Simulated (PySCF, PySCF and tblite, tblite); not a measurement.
# C5H7NS2: telling isomers apart by computed NMR, part 3 of 3

PySCF and tblite. Atoms count from 0. Earlier steps stand in the parts before.

## Step 13: Single-point energy, isomer A, conformer 1: B97-D/cc-pVDZ in acetone

The job: settings as JSON, then the geometry in Å.

```
{"job": {"xc": "B97-D", "basis": "cc-pVDZ", "solvent": "acetone", "kind": "sp"}, "charge": 0, "multiplicity": 1}
N     -3.330787     0.109505    -0.946055
C     -2.316247     0.065766    -0.411039
C     -1.012403     0.011289     0.240791
C     -0.273139    -1.259646    -0.208220
S      1.210585    -1.569670     0.783518
C      2.129660    -0.060833     0.403739
S      1.272888     1.447197     0.911060
C     -0.220538     1.283883    -0.100941
H     -1.163307    -0.031159     1.326929
H     -0.911178    -2.130805    -0.053276
H     -0.026416    -1.194425    -1.270892
H      3.042939    -0.104683     0.995189
H      2.390814    -0.021457    -0.655106
H     -0.822332     2.164441     0.128172
H      0.025048     1.298589    -1.165782
```

The program printed:

```text
coarse grid: 14080 points
cycle   1  E = -1045.6314380232  dE =  8.920e-01  |g| = 4.646e-01  |ddm| = 7.723e+00
cycle   2  E = -1045.4492722900  dE =  1.822e-01  |g| = 1.001e+00  |ddm| = 2.404e+00
cycle   3  E = -1045.6740193506  dE = -2.247e-01  |g| = 2.343e-01  |ddm| = 1.491e+00
cycle   4  E = -1045.6871445992  dE = -1.313e-02  |g| = 5.498e-02  |ddm| = 4.266e-01
cycle   5  E = -1045.6878605840  dE = -7.160e-04  |g| = 1.760e-02  |ddm| = 1.094e-01
cycle   6  E = -1045.6879447172  dE = -8.413e-05  |g| = 2.500e-03  |ddm| = 3.577e-02
cycle   7  E = -1045.6879464474  dE = -1.730e-06  |g| = 5.699e-04  |ddm| = 6.004e-03
final grid: 128128 points
cycle   8  E = -1045.7096217424  dE = -4.377e-05  |g| = 8.616e-03  |ddm| = 7.808e-02
cycle   9  E = -1045.7095827361  dE =  3.901e-05  |g| = 1.515e-02  |ddm| = 4.454e-02
cycle  10  E = -1045.7096388734  dE = -5.614e-05  |g| = 3.726e-03  |ddm| = 2.691e-02
cycle  11  E = -1045.7096420774  dE = -3.204e-06  |g| = 7.277e-04  |ddm| = 5.340e-03
cycle  12  E = -1045.7096422056  dE = -1.282e-07  |g| = 1.230e-04  |ddm| = 1.262e-03
cycle  13  E = -1045.7096422096  dE = -3.959e-09  |g| = 3.330e-05  |ddm| = 2.565e-04
cycle  14  E = -1045.7096422099  dE = -2.692e-10  |g| = 1.331e-05  |ddm| = 7.413e-05
converged SCF energy = -1045.7096422099
```

Run time: 19 s. Hardware: 1 thread of Arm Neoverse N1, shared host; peak memory 0.63 GiB.

This run: HOMO -5.20 eV, LUMO -0.53 eV; dipole 3.27 D.

## Step 14: The ensemble, isomer A: properties at HF/pcSseg-1 in acetone

The job: settings as JSON, then the geometry in Å.

```
{"job": {"study": "conf", "smiles": "N#CC1CSCSC1", "search": {"seed": 2889, "n_embed": 60, "ff_keep": 14, "window": 2.5, "nmax": 6, "temps": [250, 298.15, 350], "t_ref": 298.15, "order": 0.002}, "level": {"nmr": {"xc": "HF", "basis": "pcSseg-1", "solvent": "acetone"}, "sp": {"xc": "B97-D", "basis": "cc-pVDZ", "solvent": "acetone"}, "alter": {"geometry": "GFN1-xTB"}, "change": "HF/pcSseg-1; solvent acetone; energies B97-D/cc-pVDZ; GFN1-xTB geometries"}, "kind": "conf"}, "charge": 0, "multiplicity": 1}
N     -3.330787     0.109505    -0.946055
C     -2.316247     0.065766    -0.411039
C     -1.012403     0.011289     0.240791
C     -0.273139    -1.259646    -0.208220
S      1.210585    -1.569670     0.783518
C      2.129660    -0.060833     0.403739
S      1.272888     1.447197     0.911060
C     -0.220538     1.283883    -0.100941
H     -1.163307    -0.031159     1.326929
H     -0.911178    -2.130805    -0.053276
H     -0.026416    -1.194425    -1.270892
H      3.042939    -0.104683     0.995189
H      2.390814    -0.021457    -0.655106
H     -0.822332     2.164441     0.128172
H      0.025048     1.298589    -1.165782
```

The program printed:

```text
conformer  sym    E(xTB)   E(DFT)   G(298.15 K)  weight  dipole/D
    1     Cs      0.000    0.000    0.000   1.0000    3.270

mean shielding (ppm) by class
class atoms           250 K   298.15 K      350 K
  0 N  0            -20.004    -20.004    -20.004
  1 C  1             57.517     57.517     57.517
  2 C  2            164.881    164.881    164.881
  3 C  3,7          161.209    161.209    161.209
  4 S  4,6          539.799    539.799    539.799
  5 C  5            162.115    162.115    162.115
  6 H  8             29.306     29.306     29.306
  7 H  9,13          29.317     29.317     29.317
  8 H  10,14         29.212     29.212     29.212
  9 H  11            28.991     28.991     28.991
 10 H  12             28.21      28.21      28.21
```

Wall time 43 s (1 thread of Arm Neoverse N1, shared host). This counts the runs that the step sums up.

Against the first level, at 298 K (shieldings, ppm; largest changes first):

```
   atoms  PBE0/pcSseg-1  HF/pcSseg-1 in acetone  change
  S4, S6            452                     540     +88
      C5          142.0                   162.1   +20.2
  C3, C7          146.3                   161.2   +14.9
      N0          -34.8                   -20.0   +14.8
      C2          157.0                   164.9    +7.9
      C1           62.0                    57.5    -4.5
     H11          28.25                   28.99   +0.74
 H9, H13          28.78                   29.32   +0.54
     H12          27.68                   28.21   +0.53
H10, H14          28.91                   29.21   +0.30
```

Weights: from PBE0/pcSseg-1 energies 1: 100 %; from B97-D/cc-pVDZ in acetone energies 1: 100 % (with a dispersion term where the level has one and the same thermal terms, so they don't follow from the SCF energies alone). Times: 65 s and 43 s.

## Step 15: Assigning the signals

The job: settings as JSON, then the geometry in Å.

```
{"job": {"study": "set", "relation": "regioisomers", "members": [{"smiles": "[N:1]#[C:2][CH:3]1[CH2:4][S:5][CH2:6][S:7][CH2:8]1"}, {"smiles": "[N:1]#[C:2][C@@H:3]1[CH2:4][CH2:5][S:6][CH2:7][S:8]1"}, {"smiles": "[N:1]#[C:2][CH:3]1[S:4][CH2:5][CH2:6][CH2:7][S:8]1"}], "charge": 0, "search": {"seed": 2889, "n_embed": 60, "ff_keep": 14, "window": 2.5, "nmax": 6, "temps": [250, 298.15, 350], "t_ref": 298.15, "order": 0.002}, "level": {"nmr": {"xc": "PBE0", "basis": "pcSseg-1"}}, "dp4": {"C": [2.5, 10], "H": [0.2, 10]}, "second_levels": [{"nmr": {"xc": "HF", "basis": "pcSseg-1", "solvent": "acetone"}, "wide": true, "sp": {"xc": "B97-D", "basis": "cc-pVDZ", "solvent": "acetone"}, "alter": {"geometry": "GFN1-xTB"}, "change": "HF/pcSseg-1; solvent acetone; energies B97-D/cc-pVDZ; GFN1-xTB geometries"}], "kind": "set"}, "charge": 0, "multiplicity": 1}
N     -3.286892     0.110058    -0.978985
C     -2.288031     0.066056    -0.426075
C     -1.009589     0.010881     0.248196
C     -0.277190    -1.260234    -0.192624
S      1.205602    -1.574168     0.817036
C      2.109916    -0.059723     0.395722
S      1.268739     1.450052     0.944854
C     -0.224170     1.283211    -0.084960
H     -1.189590    -0.031652     1.329885
H     -0.911149    -2.135858    -0.056380
H      0.022035    -1.194886    -1.240942
H      3.063178    -0.101562     0.914949
H      2.260275    -0.017342    -0.682475
H     -0.821668     2.169745     0.125484
H      0.074122     1.293412    -1.135598
```

The program printed:

```text
isomer  G rel   conformers  SMILES
A     0.000      1   N#CC1CSCSC1
B     0.504      2   N#C[C@@H]1CCSCS1
C     1.704      1   N#CC1SCCCS1

signals of isomer A at the second level: probabilities [0.7887, 0.20098, 0.01032]
```

It took 4.2 min on 1 thread of Arm Neoverse N1, shared host; peak memory 0.92 GiB. This counts the whole study up to here.

The 3 candidates (regioisomers), with energies and dipoles from their ensembles above, at 298 K; shieldings at PBE0/pcSseg-1:

```
isomer            SMILES  conformers    ΔE    ΔG  μ rms (D)
     A       N#CC1CSCSC1           1  0.00  0.00       2.72
     B  N#C[C@@H]1CCSCS1           2  0.27  0.50       2.64
     C       N#CC1SCCCS1           1  1.40  1.70       3.13
```

Energies in kcal/mol.

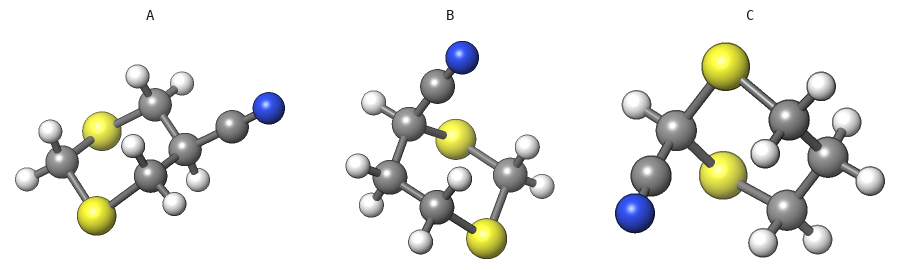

The leading conformer of each candidate.

The signals of isomer A, computed at a second level (HF/pcSseg-1 in acetone on GFN1-xTB geometries), stand in for a spectrum. The test takes 5 C values, 7 H values (hydrogens on carbon alone). Each candidate's shieldings are matched to them as sorted lists by a straight-line fit, or by a shift alone where signals are few or close (slope 1; a small slope inflates the errors), and the errors are weighed by Student-t tails (C: width 2.5 ppm, H: width 0.2 ppm).

```
candidate  C slope  C mean error  C largest  H slope  H mean error  H largest  P(C)  P(H)  P(all)
        A     0.82           3.5        8.5     1.17          0.07       0.23   0.2  98.3    78.9
        B     0.83           2.7        6.7     2.09          0.17       0.26   2.7   1.7    20.1
        C     0.81           1.5        3.7     1.38          0.28       0.59  97.1   0.0     1.0
```

Errors in ppm, probabilities in per cent.

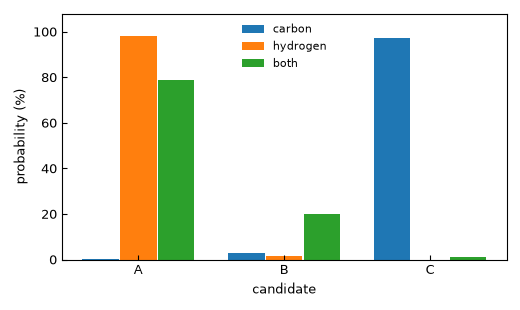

Probabilities for the signals of isomer A.

## Step 16: Outcome

What follows sums up all 3 parts.

```
                                                    quantity                                                 value
                                        conformers, isomer A  1; the first in weight is no. 1 (Cs), 100 % at 298 K
                           root-mean-square dipole, isomer A                                                2.72 D
          averaged $^{13}$C shifts, isomer A (PBE0/pcSseg-1)                           124.9, 45.0, 40.6, 29.9 ppm
           averaged $^{1}$H shifts, isomer A (PBE0/pcSseg-1)                      4.03, 3.46, 2.94, 2.81, 2.67 ppm
                                        conformers, isomer B   2; the first in weight is no. 1 (C1), 98 % at 298 K
                           root-mean-square dipole, isomer B                                                2.64 D
          averaged $^{13}$C shifts, isomer B (PBE0/pcSseg-1)                     122.2, 41.8, 33.5, 33.0, 32.9 ppm
           averaged $^{1}$H shifts, isomer B (PBE0/pcSseg-1)          4.81, 3.52, 3.42, 3.35, 2.50, 2.20, 2.18 ppm
                                        conformers, isomer C  1; the first in weight is no. 1 (Cs), 100 % at 298 K
                           root-mean-square dipole, isomer C                                                3.13 D
          averaged $^{13}$C shifts, isomer C (PBE0/pcSseg-1)                           119.1, 38.3, 34.4, 30.6 ppm
           averaged $^{1}$H shifts, isomer C (PBE0/pcSseg-1)                      3.91, 3.57, 2.65, 2.16, 1.97 ppm
                                       lowest in free energy                                              isomer A
signals of A (HF/pcSseg-1 in acetone on GFN1-xTB geometries)                                      best fit A, 79 %
```

**Reading.** The search found one conformer for isomer A in the window, so the averages are its own values. Conformer 1 leads for isomer B with 98 % at 298 K, and its share goes from 99 % at 250 K to 96 % at 350 K. The search found one conformer for isomer C in the window, so the averages are its own values. Going from PBE0/pcSseg-1 to HF/pcSseg-1 in acetone moves S4 of isomer A most, by 88 ppm of raw shielding (the geometries differ too). The test names the right isomer, A, with 79 %, which is no clear verdict. Carbon and hydrogen point to different candidates. The stand-in spectrum is computed, so it shares conformers and some errors with the candidates; a measured one would test harder.
